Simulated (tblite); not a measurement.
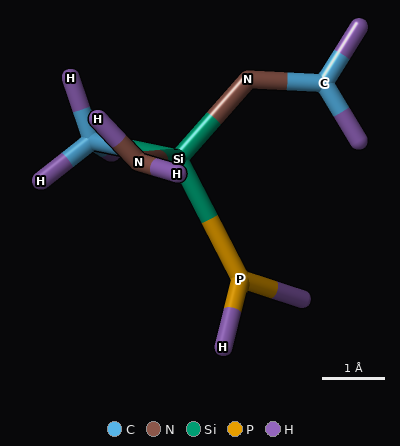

The starting structure (stick view, seen at a tilt). Bond lengths as drawn: C–H 1.08 to 1.10 Å, C–N 1.25 Å, C–Si 1.90 Å, H–N 1.01 Å, H–P 1.34 to 1.35 Å, N–Si 1.72 to 1.74 Å and P–Si 2.21 Å.

C₂H₉N₂PSi: saddle-point search

The run: saddle-point search of C₂H₉N₂PSi. Method and program: GFN2-xTB saddle search (eigenvector following) and harmonic vibrations, gas phase (tblite 0.8.0).

The program's output:
```
step      E/eV     max force
  0    -514.33007   0.2184
  1    -514.32955   0.1387
  2    -514.32981   0.0879
  3    -514.32677   0.2650
  4    -514.32982   0.1103
  5    -514.32997   0.0802
  6    -514.33062   0.0266
  7    -514.33070   0.0453
  8    -514.33082   0.0098
  9    -514.33082   0.0243
 10    -514.33086   0.0030
lowest wavenumbers (cm-1): -758.0 71.5 91.6 93.9 113.4 134.4
```

Trajectory as extended XYZ (Å, eV, eV/Å), 7 of the 11 frames kept, from step=0 to step=10:
```
15
Properties=species:S:1:pos:R:3:forces:R:3 step=0 energy=-514.33007
C     0.0052   -2.3805   -0.5361   -0.0100  -0.0120  -0.0090
N     0.4390   -1.2547   -0.8495    0.0080   0.0050   0.0100
Si    0.2057    0.2699   -0.0447   -0.0280   0.0550  -0.0290
C    -0.3273    1.5072   -1.3793   -0.0040   0.0020   0.0050
N     1.6246    0.8609    0.7327    0.0030   0.0030   0.0050
P    -1.2012    0.0440    1.6492    0.1240  -0.1610   0.0800
H    -0.6425   -2.5676    0.3286   -0.0070   0.0100   0.0080
H     0.2681   -3.2418   -1.1427    0.0020  -0.0220  -0.0080
H     0.3373    1.4588   -2.2354   -0.0130  -0.0010   0.0160
H    -1.3360    1.3071   -1.7249    0.0090  -0.0040   0.0030
H    -0.3021    2.5165   -0.9835   -0.0010  -0.0060  -0.0040
H     2.3641    1.2207    0.1529   -0.0070   0.0100   0.0020
H     2.0060    0.3247    1.4953    0.0130   0.0000  -0.0020
H    -2.2824   -0.7542    1.7098   -0.0530   0.0580  -0.0450
H    -1.1586    0.6890    2.8277   -0.0360   0.0620  -0.0300
15
Properties=species:S:1:pos:R:3:forces:R:3 step=2 energy=-514.32981
C    -0.0082   -2.3777   -0.5410    0.0150   0.0600  -0.0010
N     0.4845   -1.2670   -0.8259   -0.0370  -0.0760   0.0240
Si    0.2328    0.2636   -0.0346   -0.0030   0.0000   0.0020
C    -0.3307    1.4807   -1.3739   -0.0060   0.0070   0.0010
N     1.6376    0.8810    0.7461   -0.0660  -0.0140   0.0100
P    -1.2060    0.0611    1.6350    0.0050   0.0310   0.0260
H    -0.7062   -2.5395    0.2912    0.0250   0.0120  -0.0240
H     0.2525   -3.2485   -1.1356    0.0000   0.0020   0.0030
H     0.3364    1.4505   -2.2284   -0.0040   0.0000   0.0020
H    -1.3318    1.2446   -1.7198    0.0150   0.0040   0.0030
H    -0.3403    2.4917   -0.9817    0.0010  -0.0130  -0.0050
H     2.3499    1.2933    0.1707    0.0470   0.0430  -0.0490
H     2.0561    0.3369    1.4814    0.0130  -0.0310   0.0370
H    -2.3329   -0.6735    1.6548   -0.0020  -0.0030   0.0010
H    -1.0935    0.6027    2.8616   -0.0020  -0.0220  -0.0270
15
Properties=species:S:1:pos:R:3:forces:R:3 step=3 energy=-514.32677
C    -0.0232   -2.3738   -0.5423    0.0080   0.0230  -0.0040
N     0.4994   -1.2731   -0.8091   -0.0040  -0.0290   0.0020
Si    0.2485    0.2611   -0.0234   -0.0090  -0.0020  -0.0010
C    -0.3307    1.4593   -1.3725   -0.0520   0.0630  -0.0250
N     1.6503    0.8869    0.7522    0.2130   0.0540  -0.0500
P    -1.1927    0.0723    1.6446   -0.1500  -0.0410   0.0560
H    -0.7422   -2.5232    0.2730    0.0080   0.0010   0.0080
H     0.2299   -3.2473   -1.1361    0.0060   0.0020   0.0000
H     0.3660    1.4679   -2.2057   -0.0510   0.0090   0.0420
H    -1.3086    1.1703   -1.7518    0.0970   0.0430   0.0280
H    -0.4076    2.4685   -0.9749    0.0120  -0.1050  -0.0500
H     2.3340    1.3631    0.1781   -0.1610  -0.1380   0.1590
H     2.1066    0.3276    1.4585   -0.0510   0.0790  -0.1120
H    -2.3675   -0.5986    1.6064    0.1520   0.0870   0.0320
H    -1.0620    0.5391    2.9030   -0.0160  -0.0470  -0.0860
15
Properties=species:S:1:pos:R:3:forces:R:3 step=5 energy=-514.32997
C     0.0000   -2.3789   -0.5295   -0.0020  -0.0090  -0.0010
N     0.4756   -1.2660   -0.8290    0.0080   0.0110  -0.0040
Si    0.2271    0.2646   -0.0361   -0.0030  -0.0030   0.0000
C    -0.3272    1.4886   -1.3726   -0.0070   0.0080  -0.0150
N     1.6345    0.8751    0.7455   -0.0160  -0.0270   0.0220
P    -1.2155    0.0561    1.6291   -0.0250   0.0170   0.0630
H    -0.6805   -2.5417    0.3155   -0.0040  -0.0010   0.0030
H     0.2582   -3.2508   -1.1235    0.0000   0.0010   0.0010
H     0.3126    1.4227   -2.2465   -0.0160   0.0040   0.0200
H    -1.3472    1.2900   -1.6860    0.0250   0.0060   0.0050
H    -0.2843    2.5031   -0.9910   -0.0030  -0.0200  -0.0120
H     2.3327    1.3172    0.1731    0.0180   0.0190  -0.0160
H     2.0712    0.3112    1.4567   -0.0040   0.0050  -0.0040
H    -2.3389   -0.6882    1.6348    0.0360   0.0290   0.0070
H    -1.1182    0.5970    2.8595   -0.0080  -0.0400  -0.0690
15
Properties=species:S:1:pos:R:3:forces:R:3 step=7 energy=-514.33070
C     0.0051   -2.3788   -0.5285    0.0000  -0.0010   0.0000
N     0.4860   -1.2677   -0.8270    0.0010   0.0010   0.0000
Si    0.2287    0.2638   -0.0374   -0.0020   0.0000   0.0020
C    -0.3325    1.4808   -1.3767   -0.0020   0.0030  -0.0010
N     1.6318    0.8749    0.7503   -0.0230  -0.0080   0.0070
P    -1.2116    0.0614    1.6304   -0.0300  -0.0060   0.0310
H    -0.6829   -2.5362    0.3119    0.0000   0.0000   0.0000
H     0.2660   -3.2531   -1.1176    0.0000   0.0000   0.0000
H     0.3190    1.4296   -2.2421   -0.0030   0.0010   0.0020
H    -1.3436    1.2620   -1.7032    0.0050   0.0010   0.0010
H    -0.3154    2.4947   -0.9931    0.0000  -0.0050  -0.0020
H     2.3239    1.3353    0.1851    0.0200   0.0180  -0.0190
H     2.0755    0.3059    1.4520    0.0040  -0.0090   0.0110
H    -2.3854   -0.6005    1.6111    0.0380   0.0240   0.0060
H    -1.0646    0.5280    2.8847   -0.0090  -0.0190  -0.0380
15
Properties=species:S:1:pos:R:3:forces:R:3 step=8 energy=-514.33082
C     0.0049   -2.3790   -0.5271    0.0000   0.0000   0.0000
N     0.4861   -1.2683   -0.8268    0.0000   0.0000   0.0000
Si    0.2291    0.2635   -0.0376    0.0000   0.0000   0.0000
C    -0.3326    1.4805   -1.3766   -0.0010   0.0020  -0.0020
N     1.6326    0.8732    0.7501    0.0070   0.0030  -0.0020
P    -1.2118    0.0618    1.6298   -0.0030  -0.0020   0.0000
H    -0.6828   -2.5353    0.3138    0.0000   0.0000   0.0000
H     0.2653   -3.2540   -1.1154    0.0000   0.0000   0.0000
H     0.3221    1.4337   -2.2398   -0.0030   0.0000   0.0020
H    -1.3415    1.2578   -1.7069    0.0040   0.0010   0.0010
H    -0.3213    2.4937   -0.9911    0.0000  -0.0040  -0.0020
H     2.3213    1.3423    0.1866   -0.0060  -0.0050   0.0060
H     2.0802    0.3008    1.4471   -0.0010   0.0030  -0.0040
H    -2.3882   -0.5920    1.6093    0.0030   0.0030   0.0000
H    -1.0633    0.5215    2.8846    0.0000  -0.0010   0.0000
15
Properties=species:S:1:pos:R:3:forces:R:3 step=10 energy=-514.33086
C     0.0077   -2.3789   -0.5250    0.0000   0.0000   0.0000
N     0.4885   -1.2684   -0.8262    0.0000   0.0000   0.0000
Si    0.2294    0.2638   -0.0380    0.0000   0.0000   0.0000
C    -0.3341    1.4797   -1.3769    0.0000   0.0000   0.0000
N     1.6325    0.8735    0.7503   -0.0020   0.0000   0.0000
P    -1.2125    0.0622    1.6287    0.0000   0.0000  -0.0010
H    -0.6803   -2.5338    0.3160    0.0000   0.0000   0.0000
H     0.2686   -3.2548   -1.1117    0.0000   0.0000   0.0000
H     0.3186    1.4314   -2.2414    0.0000   0.0000   0.0000
H    -1.3438    1.2573   -1.7048    0.0000   0.0000   0.0000
H    -0.3213    2.4933   -0.9927    0.0000   0.0000   0.0000
H     2.3199    1.3448    0.1874    0.0020   0.0010  -0.0020
H     2.0817    0.2998    1.4449    0.0010  -0.0010   0.0020
H    -2.4001   -0.5703    1.5994    0.0000   0.0000   0.0000
H    -1.0549    0.5002    2.8901    0.0000   0.0000   0.0010
```

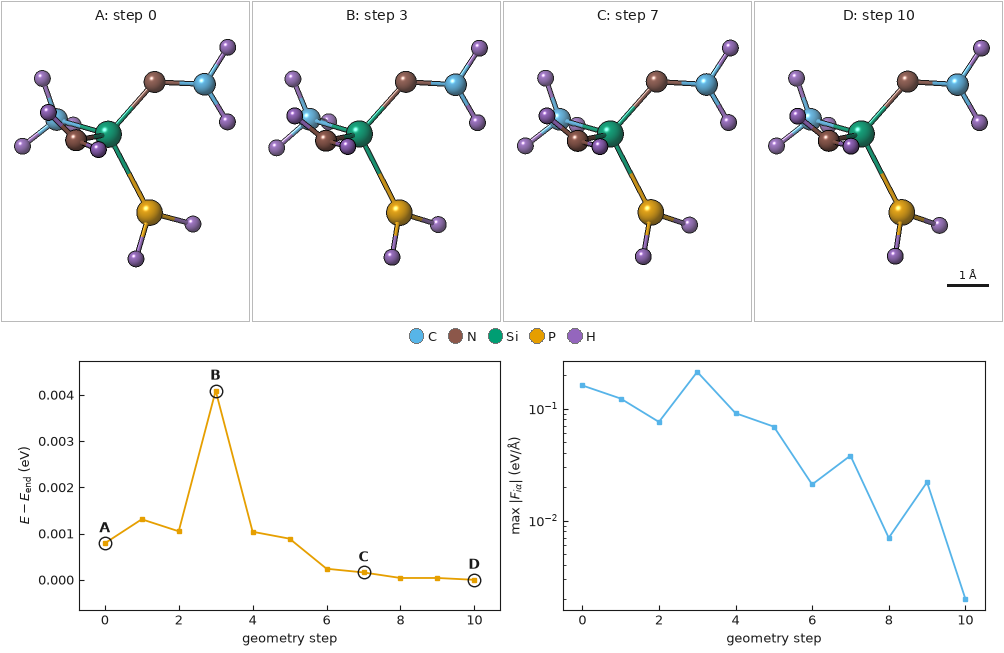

Frames of the saddle-point search (ball-and-stick view, seen at a tilt) above the curves, on which the letters mark them (steps are counted from 0).

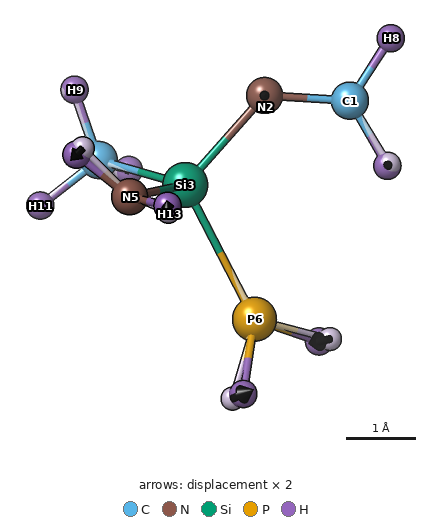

Start (faint) and end (solid) with the displacements as black arrows, magnified 2 times (ball-and-stick view, seen at a tilt). The two geometries are laid on each other by the best rigid fit. The largest move after the best rigid fit is that of H14, 0.24 Å. Largest moves by element: H 0.24 Å, N 0.06 Å, P 0.03 Å, C 0.03 Å, Si 0.03 Å. After 10 geometry steps the energy has fallen by 0.001 eV. The largest force component goes from 0.16 to 0.002 eV/Å. (Atoms are counted from 1 in the order of the input.)

This output came from the following input.

Input:
```
{"job": {"xc": "GFN2-xTB", "basis": "xTB", "kind": "saddle"}, "charge": 0, "multiplicity": 1}
C      0.005229    -2.380506    -0.536060
N      0.439012    -1.254706    -0.849455
Si     0.205724     0.269881    -0.044743
C     -0.327300     1.507231    -1.379286
N      1.624630     0.860893     0.732685
P     -1.201154     0.044012     1.649206
H     -0.642497    -2.567591     0.328567
H      0.268126    -3.241829    -1.142681
H      0.337305     1.458812    -2.235439
H     -1.335978     1.307144    -1.724943
H     -0.302140     2.516477    -0.983533
H      2.364092     1.220711     0.152947
H      2.005986     0.324723     1.495269
H     -2.282432    -0.754216     1.709799
H     -1.158604     0.688965     2.827665
```

The first line tells a small driver script what to run in tblite; the rest is the geometry in Å.

Run as:
```bash
OMP_NUM_THREADS=1 python <driver script> task.json out
```

Summary:

- outcome: converged
- total energy: −514.3309 eV
- point group: C1
- hardware: 1 CPU thread, shared host
- wall time: 5.9 s
- peak memory: 0.19 GiB
